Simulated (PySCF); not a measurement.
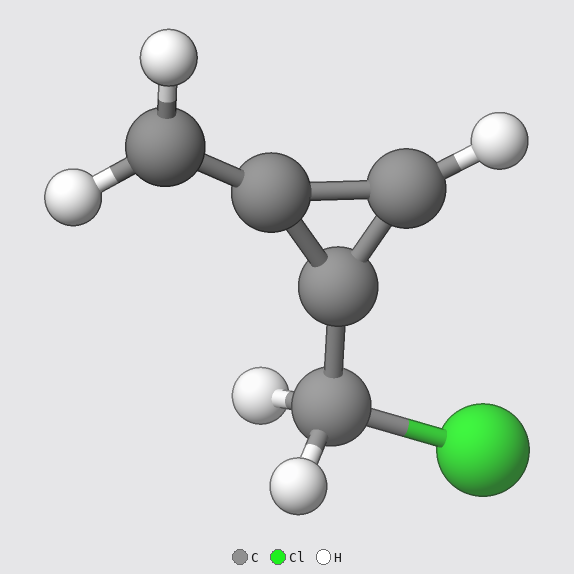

Rendered structure (ball-and-stick style). Every bond is drawn as one stick, whatever its order.

The geometry was computed by an optimisation with PBE0-D3(BJ)/def2-SVP. No frequency run is at hand to confirm it as a minimum.

Give the formula.

C₅H₅Cl, 11 atoms: 5 carbon, 5 hydrogen and 1 chlorine.

Count the bonded pairs by element.

5 C–C, 5 C–H, 1 C–Cl.

How many atoms are distinct by symmetry?

10: 1 C, 1 C, 1 C, 1 C, 1 C, 1 Cl, 1 H, 1 H, 1 H, 2 H.

Give the symmetry (Schoenflies symbol).

Cs.

More results for the same structure follow; atom numbers are the same in all pictures, views and colours differ.

**Quadrupole coupling**

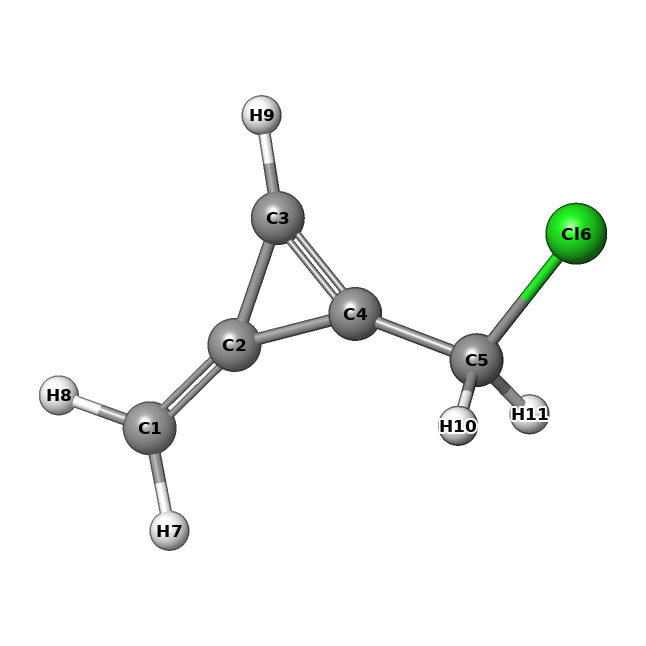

No frequency run is at hand to confirm it as a minimum. Electric field gradients from the ground-state density, PBE0/pcSseg-1 in acetone (IEF-PCM) (PySCF 2.14.0), non-relativistic apart from any core potentials.

Give the largest field-gradient component, the quadrupole coupling constant and the asymmetry for 35Cl at Cl6 (Q = −81.7 mb), 2H at H7 (Q = 2.86 mb), 2H at H8 (Q = 2.86 mb), 2H at H9 (Q = 2.86 mb), 2H at H10 (Q = 2.86 mb).

```csv
atom,V_zz (a.u.),e²qQ/h (MHz),η
Cl6,4.011,−77.0,0.02
H7,0.316,0.213,0.11
H8,0.317,0.213,0.11
H9,0.311,0.209,0.01
H10,0.276,0.185,0.06
```

**Charges**

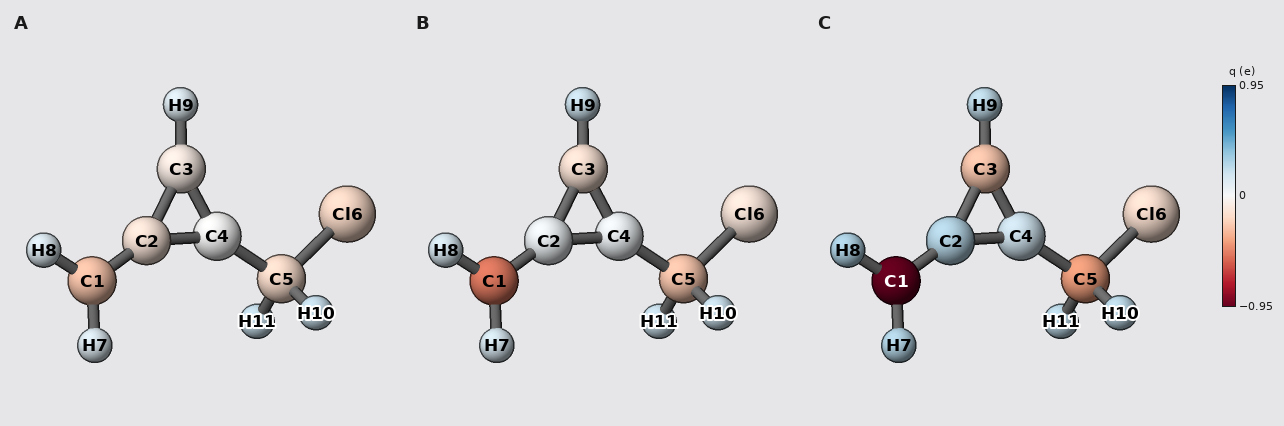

Atomic charges of one calculation by 3 schemes, on one colour scale. No frequency run is at hand to confirm it as a minimum. Computed with PBE0/pcSseg-1 in acetone (IEF-PCM) (PySCF 2.14.0).

The schemes are ESP-fitted, IAO, Mulliken. Which panel shows which?

A Mulliken, B IAO, C ESP-fitted.

List the charges (e), one line for each set of equivalent atoms.

```
    atom  Mulliken    IAO  ESP-fitted
      C1     −0.26  −0.49       −0.95
      C2     −0.12   0.04        0.26
      C3     −0.07  −0.13       −0.26
      C4      0.00   0.04        0.19
      C5     −0.16  −0.26       −0.39
     Cl6     −0.17  −0.11       −0.14
      H7      0.12   0.15        0.27
      H8      0.12   0.15        0.29
      H9      0.12   0.20        0.23
H10, H11      0.21   0.20        0.24
```

**Ring current**

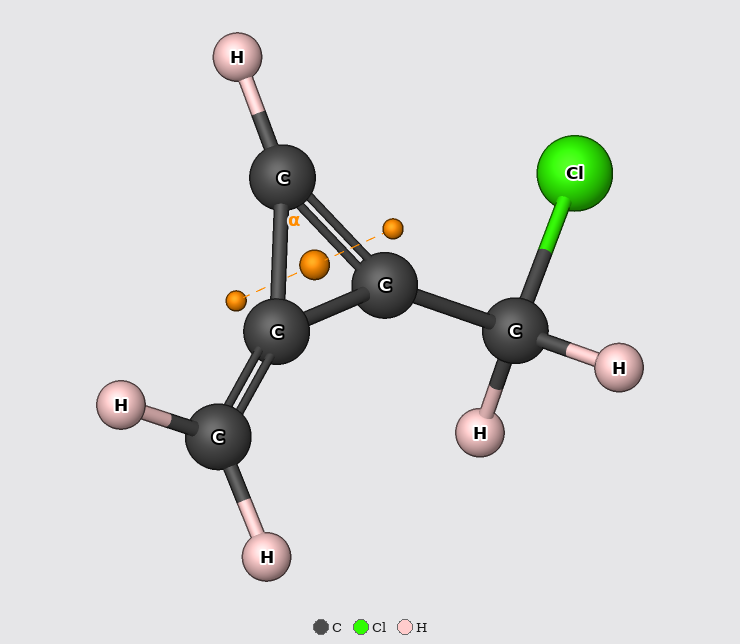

The small points mark where nucleus-independent chemical shifts (NICS) were computed: at the centre of each lettered ring and 1 Å above and below it. No frequency run is at hand to confirm it as a minimum. Properties computed with GIAO PBE0/pcSseg-1 NMR shielding, non-relativistic, IEF-PCM tetrahydrofuran (PySCF 2.14.0).

Give NICS(0), NICS(1) and the out-of-plane component NICS(1)zz for each ring (means of the two sides).

```json
{"ring": "α", "members": "C3", "NICS(0)": "−25.1", "NICS(1)": "−8.7", "NICS(1)zz": "−13.1"}
```

Values in ppm.

Mulliken values depend strongly on the basis set and can even reverse the polarity of a bond.
